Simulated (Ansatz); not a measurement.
# Si2H5ClO2 (SMILES O[SiH2][SiH](O)Cl): SVWN5/cc-pVDZ

What is the electronic atomisation energy of Si2H5ClO2 at SVWN5/cc-pVDZ? 

The results are computed with Ansatz 0.2.0.

45 further runs of the same task are left out: 45 set aside as unsound or not needed.

## (1) Starting point

The species is Si2H5ClO2 (10 atoms), meant as a singlet with charge 0. As SMILES, `O[SiH2][SiH](O)Cl`. The shape is that of a PBE0-D4/def2-TZVP optimisation. This is one conformer, not always the lowest.

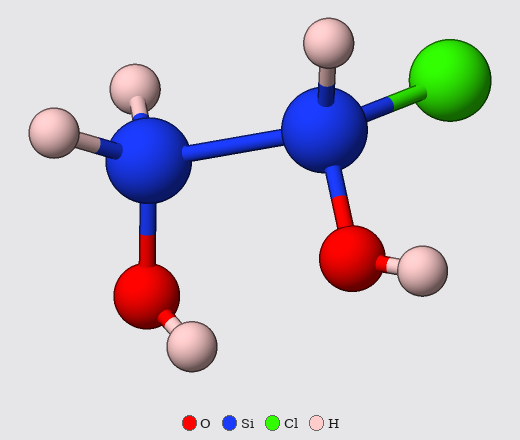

Viewed from a chosen angle; oxygen red, silicon blue, chlorine green, hydrogen pink.

## (2) A single-point energy at SVWN5/cc-pVDZ

run.yaml reads:

```yaml
crystal:
  periodic: [false, false, false]
  atoms:
    - {symbol: O, position_ang: [-0.930000, 0.870600, 1.737400]}
    - {symbol: Si, position_ang: [-0.447400, 1.332200, 0.228900]}
    - {symbol: Si, position_ang: [0.341100, -0.602400, -0.843800]}
    - {symbol: O, position_ang: [0.842400, -1.502200, 0.443500]}
    - {symbol: Cl, position_ang: [-1.163400, -1.590800, -1.857000]}
    - {symbol: H, position_ang: [-0.481100, 0.102500, 2.098700]}
    - {symbol: H, position_ang: [0.646000, 2.345000, 0.279800]}
    - {symbol: H, position_ang: [-1.611200, 1.931000, -0.468100]}
    - {symbol: H, position_ang: [1.430200, -0.446300, -1.842900]}
    - {symbol: H, position_ang: [1.198600, -2.379200, 0.286500]}
basis:
  gaussian: {orbitals: cc-pVDZ}
hamiltonian: {xc: {name: SVWN5}}
accuracy: high
output: {orbitals: {seedname: orbitals}}
```

Launch:

```sh
ansatz run run.yaml --threads 1 --pin off --max-ram 2610MiB --events-out events.jsonl --progress --plain --runs-dir runs
```

The log of the run:

```text
Warning: RAYON_NUM_THREADS=1 ignored (pool sized by the plan → 1); use --threads N
Functional definition: SVWN5
  name "SVWN5"
  exchange = slater_x
  correlation = vwn5_c
2472 factors; integrals over basis functions are off by at most 5.7e-9 eV
mean field evaluation 1: about -32313.8972 eV, gradient 7.3e1 eV
mean field evaluation 2: about -32250.1094 eV, gradient 1.9e2 eV
mean field evaluation 4: about -32323.1014 eV, gradient 9.3e0 eV
mean field evaluation 8: about -32323.3030 eV, gradient 2.3e-1 eV
mean field evaluation 16: about -32323.3031 eV, gradient 2.4e-5 eV
mean field -32323.30310848 eV, -1187.8594797150 hartree, gradient 7.3e-8 eV, S^2 0.000000; 0 other end points of the search recorded, 0 dependent functions left out
reference -32323.30311214 eV, -1187.8594798492 hartree; 33, 33 occupied and 74, 74 virtual orbitals, 2472 factors
Total energy: -32323.30311214 eV, -1187.8594798492 hartree
```

Run time: 7.2 s. Hardware: 1 thread of Arm Neoverse V2, shared host; peak memory 0.31 GiB.

## (3) The Cl atom

molecule.yaml reads:

```yaml
crystal:
  periodic: [false, false, false]
  atoms:
    - {symbol: Cl, position_ang: [0.000000, 0.000000, 0.000000]}
basis:
  gaussian: {orbitals: cc-pVDZ}
total_charge: 0
magnetization: {spin_polarized: true, initial_magnetization: 1}
hamiltonian: {xc: {name: SVWN5}}
accuracy: high
```

Run the same way, it converges to -458.63842 Eh (log not shown).

## (4) The H atom at the same level

run.yaml reads:

```yaml
basis:
  gaussian: {orbitals: cc-pVDZ}
crystal:
  periodic: [false, false, false]
  atoms:
    - {symbol: H, position_ang: [0.000000, 0.000000, 0.000000]}
accuracy: high
magnetization: {spin_polarized: true, initial_magnetization: 1}
hamiltonian: {xc: {name: SVWN5}}
```

Launch:

```sh
ansatz run run.yaml --threads 1 --pin off --max-ram 2610MiB --events-out events.jsonl --progress --plain --runs-dir runs
```

The log of the run:

```text
Warning: RAYON_NUM_THREADS=1 ignored (pool sized by the plan → 1); use --threads N
Functional definition: SVWN5
  name "SVWN5"
  exchange = slater_x
  correlation = vwn5_c
15 factors; integrals over basis functions are off by at most 4.6e-8 eV
mean field evaluation 1: about -12.9914 eV, gradient 3.1e-1 eV
mean field evaluation 2: about -12.9913 eV, gradient 3.1e-1 eV
mean field evaluation 4: about -12.9925 eV, gradient 1.4e-5 eV
mean field evaluation 8: about -12.9925 eV, gradient 3.2e-8 eV
mean field -12.99253359 eV, -0.4774668029 hartree, gradient 3.2e-8 eV, S^2 0.750000; 0 other end points of the search recorded, 0 dependent functions left out
reference -12.99253504 eV, -0.4774668559 hartree; 1, 0 occupied and 4, 5 virtual orbitals, 15 factors
Total energy: -12.99253504 eV, -0.4774668559 hartree
```

Run time: 0.08 s. Hardware: 1 thread of Arm Neoverse V2, shared host.

## (5) The O atom, same level

molecule.yaml reads:

```yaml
crystal:
  periodic: [false, false, false]
  atoms:
    - symbol: O
      position_ang: [0.000000, 0.000000, 0.000000]
basis:
  gaussian:
    orbitals: cc-pVDZ
hamiltonian:
  xc: {name: SVWN5}
magnetization:
  spin_polarized: true
  initial_magnetization: 2
accuracy: high
```

Launch:

```sh
ansatz run molecule.yaml --threads 1 --pin off --max-ram 2610MiB --events-out events.jsonl --progress --plain --runs-dir runs
```

The log of the run:

```text
Warning: RAYON_NUM_THREADS=1 ignored (pool sized by the plan → 1); use --threads N
Functional definition: SVWN5
  name "SVWN5"
  exchange = slater_x
  correlation = vwn5_c
96 factors; integrals over basis functions are off by at most 1.3e-9 eV
mean field evaluation 1: about -2026.9323 eV, gradient 6.9e0 eV
mean field evaluation 2: about -2026.9769 eV, gradient 5.8e0 eV
mean field evaluation 4: about -2027.1000 eV, gradient 3.8e-1 eV
mean field evaluation 8: about -2027.1003 eV, gradient 1.3e-4 eV
mean field evaluation 16: about -2027.1002 eV, gradient 6.4e-2 eV
mean field evaluation 32: about -2027.1003 eV, gradient 3.6e-8 eV
mean field -2027.10027285 eV, -74.4945610093 hartree, gradient 3.6e-8 eV, S^2 2.001710; 2 other end points of the search recorded, 0 dependent functions left out
reference -2027.10027345 eV, -74.4945610313 hartree; 5, 3 occupied and 9, 11 virtual orbitals, 96 factors
Total energy: -2027.10027345 eV, -74.4945610313 hartree
```

Run time: 0.27 s. Hardware: 1 thread of Arm Neoverse V2, shared host.

## (6) The Si atom at the same level

job.yaml reads:

```yaml
crystal:
  periodic: [false, false, false]
  atoms:
    - {symbol: Si, position_ang: [0.000000, 0.000000, 0.000000]}
basis:
  gaussian:
    orbitals: cc-pVDZ
magnetization:
  spin_polarized: true
  initial_magnetization: 2
hamiltonian:
  xc: {name: SVWN5}
accuracy: high
```

Launch:

```sh
ansatz run job.yaml --threads 1 --pin off --max-ram 2610MiB --events-out events.jsonl --progress --plain --runs-dir runs
```

The log of the run:

```text
Warning: RAYON_NUM_THREADS=1 ignored (pool sized by the plan → 1); use --threads N
Functional definition: SVWN5
  name "SVWN5"
  exchange = slater_x
  correlation = vwn5_c
144 factors; integrals over basis functions are off by at most 3.2e-9 eV
mean field evaluation 1: about -7842.2869 eV, gradient 2.3e0 eV
mean field evaluation 2: about -7842.2799 eV, gradient 2.5e0 eV
mean field evaluation 4: about -7842.3397 eV, gradient 1.2e0 eV
mean field evaluation 8: about -7842.3366 eV, gradient 1.2e0 eV
mean field evaluation 16: about -7842.3558 eV, gradient 3.3e-7 eV
mean field evaluation 32: about -7842.3558 eV, gradient 6.3e-8 eV
mean field -7842.35583913 eV, -288.2012613483 hartree, gradient 1.8e-8 eV, S^2 2.001235; 1 other end points of the search recorded, 0 dependent functions left out
reference -7842.35584067 eV, -288.2012614051 hartree; 8, 6 occupied and 10, 12 virtual orbitals, 144 factors
Total energy: -7842.35584067 eV, -288.2012614051 hartree
```

Run time: 0.59 s. Hardware: 1 thread of Arm Neoverse V2, shared host.

## (7) Summary of results

At SVWN5/cc-pVDZ:

```
                     quantity           value
       molecule: total energy  -1187.85948 Eh
        molecule: HOMO energy        -6.50 eV
        molecule: LUMO energy        -1.49 eV
      molecule: HOMO–LUMO gap         5.00 eV
        Cl atom: total energy   -458.63842 Eh
                Cl atom: ⟨S²⟩           0.751
         H atom: total energy     -0.47747 Eh
                 H atom: ⟨S²⟩           0.750
         O atom: total energy    -74.49456 Eh
                 O atom: ⟨S²⟩           2.002
        Si atom: total energy   -288.20126 Eh
                Si atom: ⟨S²⟩           2.001
electronic atomisation energy       39.241 eV
```

What this shows: Taking the molecule apart into free atoms costs 39.24 eV (3786 kJ/mol), before zero-point energy and without spin-orbit coupling.
